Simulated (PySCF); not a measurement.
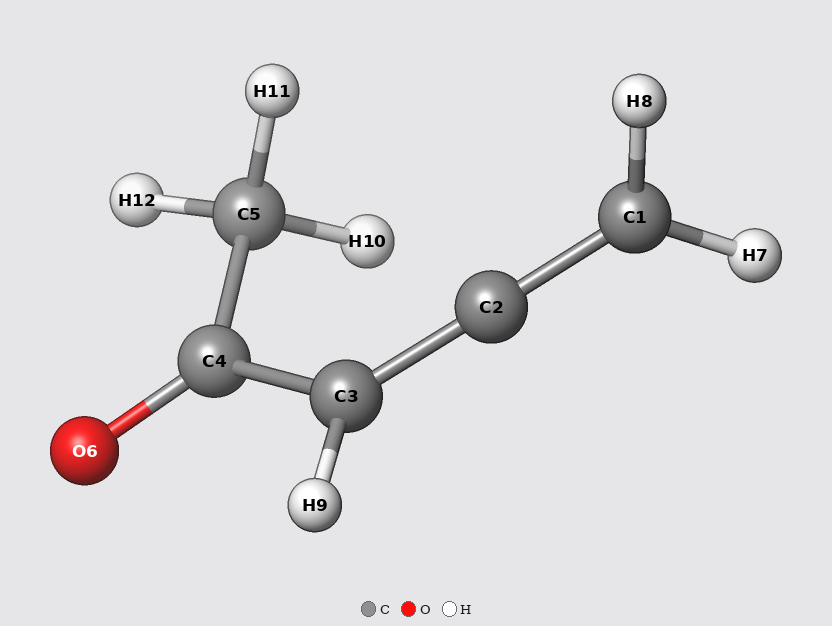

The geometry was computed by an optimisation with PBE0-D3(BJ)/def2-SVP. No frequency run is at hand to confirm it as a minimum. Electric field gradients from the ground-state density, B3LYP/6-31G* (PySCF 2.14.0), non-relativistic apart from any core potentials.

Give the largest field-gradient component, the quadrupole coupling constant and the asymmetry for 17O at O6 (Q = −25.6 mb), 2H at H7 (Q = 2.86 mb), 2H at H8 (Q = 2.86 mb), 2H at H9 (Q = 2.86 mb), 2H at H10 (Q = 2.86 mb).

| atom | V_zz (a.u.) | e²qQ/h (MHz) | η |
| --- | --- | --- | --- |
| O6 | −1.913 | 11.51 | 0.37 |
| H7 | 0.290 | 0.195 | 0.06 |
| H8 | 0.290 | 0.195 | 0.06 |
| H9 | 0.284 | 0.191 | 0.05 |
| H10 | 0.280 | 0.188 | 0.03 |
